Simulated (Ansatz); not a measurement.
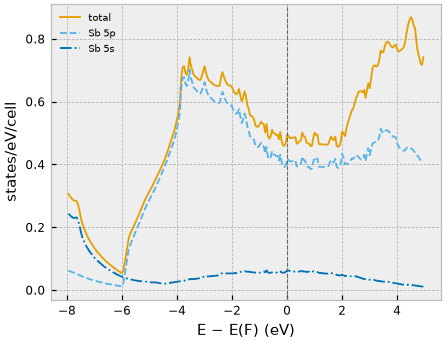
*Total and projected density of states of Sb (simple cubic, Pm-3m), DFT-LDA in the program Ansatz with PAW potentials*

Q: Which orbitals carry the states next to the Fermi level?

A: Within 0.5 eV of the Fermi level: Sb 5p 85 %, Sb 5s 12 %. Projections are on Löwdin-orthogonalised atomic valence shells; empty p or d shells of many metals are not among them.

Q: Where is the tallest occupied peak in this window, and what makes it?

A: Near -3.5 eV, about 0.74 states/eV per cell; the largest projected share is Sb 5p.

The workflow started from a Materials Project entry (that database holds measured and hypothetical structures alike); the Crystallography Open Database files this formula in space group No. 221, but the cells were not matched. It is not the phase usual at ambient conditions (space group No. 166). The cell was relaxed with LDA under the symmetry of its start; whether a distortion lowers the energy is not shown. Scalar-relativistic: spin–orbit coupling is off unless named, which matters more the heavier the elements.

Potentials: the later of the program's two PAW sets.
